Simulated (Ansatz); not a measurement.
## Strength of the Ge–Ge bond: GeH(GeH3)Cl2 → GeHCl2 + GeH3

Species: GeH(GeH3)Cl2, singlet; GeHCl2 `[Cl][GeH][Cl]`, doublet; GeH3 `[GeH3]`, doublet. 

Shapes, held fixed at every level: PBE0-D4/def2-TZVP. Programs: Ansatz 0.2.0. The zero-point and thermal change to 298 K, harmonic and unscaled (PBE0-D4/def2-TZVP), is -10.2 kJ/mol.

| level | kind | ΔH(298 K) (kJ/mol) | less CCSD(T)/def2-TZVPP | CPU time (sum over the molecules) |
| --- | --- | --- | --- | --- |
| r2SCAN-D4/def2-TZVPP | meta-GGA | +268.2 | -22.5 | 35 s |
| r2SCAN0-D4/def2-TZVPP | global hybrid | +270.4 | -20.3 | 46 s |
| wB97M-V/def2-TZVPP | range-separated hybrid | +280.1 | -10.6 | 81 s |
| wB97X-V/def2-TZVPP | range-separated hybrid | +294.7 | +4.0 | 56 s |
| B2PLYP/def2-TZVPP | double hybrid | +273.1 | -17.6 | 40 s |
| MP2/def2-SVP | perturbation theory | +279.1 | -11.6 | – |
| CCSD(T)/def2-SVP | coupled cluster or CI | +271.9 | -18.8 | 48 s |
| CCSD(T)/def2-TZVPP | coupled cluster or CI | +290.7 | 0.0 | 10 min |

The highest level, CCSD(T)/def2-TZVPP, gives ΔH(298 K) = +290.7 kJ/mol; the levels span +268.2 to +294.7. The column of differences is taken from that level and isn't an error. No measured value is set beside it here. Open shells run unrestricted unless RO is named. Relativity is left out for Ge unless named. Correlated rows may include outer-core shells of Ge, which these sets cover unevenly. Times are processor times on shared x86 and Arm servers, and rough.

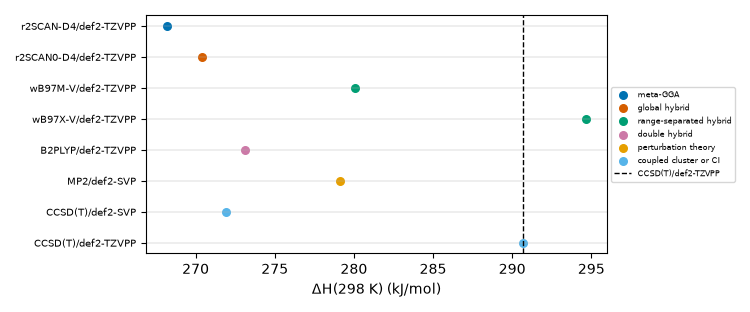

The values of the table, level by level.
